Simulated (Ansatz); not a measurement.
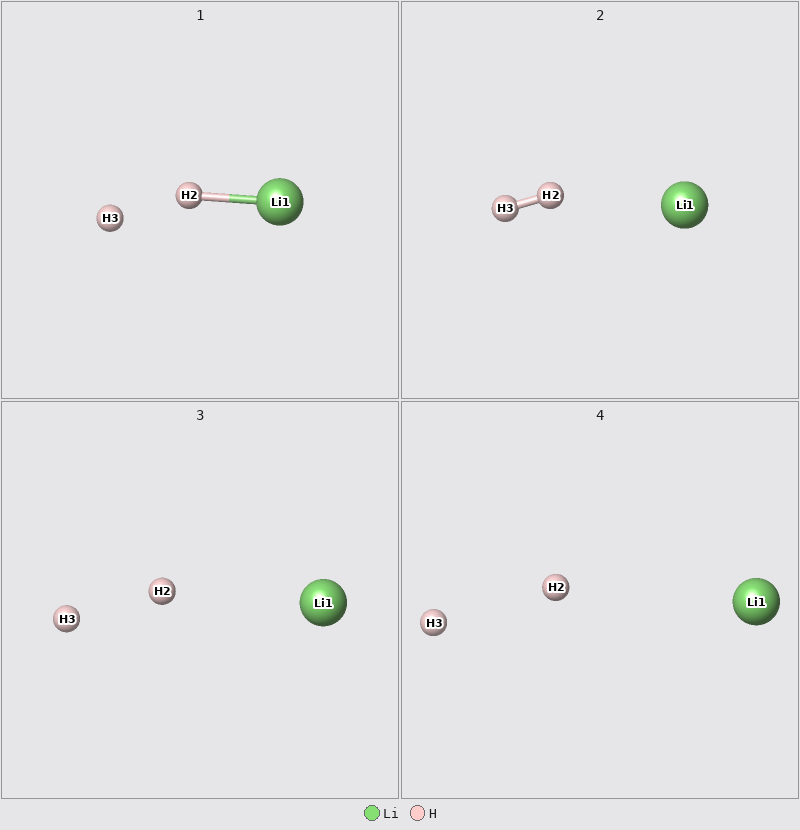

The system Li⁺ + H₂. Coordinates scanned: (1) distance Li1–H2; (2) distance H2–H3. Nothing is relaxed (the angle Li1–H2–H3 is fixed at 160 degrees). The grid has 17 × 17 points. Points are written as (first, second). Energies are in kJ/mol, from the lowest grid point. The reference is spin-restricted, so regions where a bond is pulled apart into radicals lie too high. Theory: Ansatz 0.2.0, RKS BHLYP-D4/aug-cc-pVTZ.

The numbered pictures are structures from this grid.

Which is the most stable, and how do the others follow?

Answer. 2, at (2.084 Å, 0.726 Å): 0 kJ/mol; 1, at (1.406 Å, 1.275 Å): 248 kJ/mol; 3, at (2.501 Å, 1.539 Å): 329 kJ/mol; 4, at (3.111 Å, 1.968 Å): 494 kJ/mol.

The map, with the structures marked:

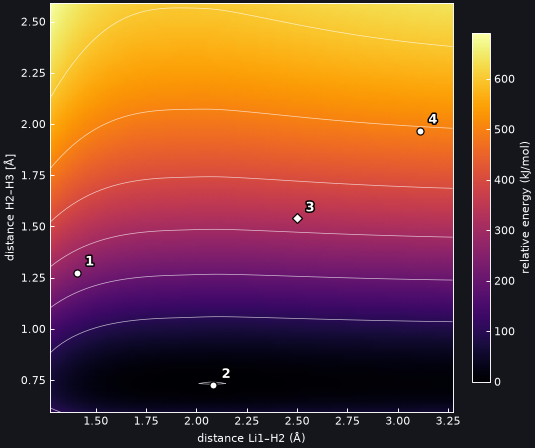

In the figure: a smooth colour map with a few white contour lines. Between grid points the surface is interpolated.
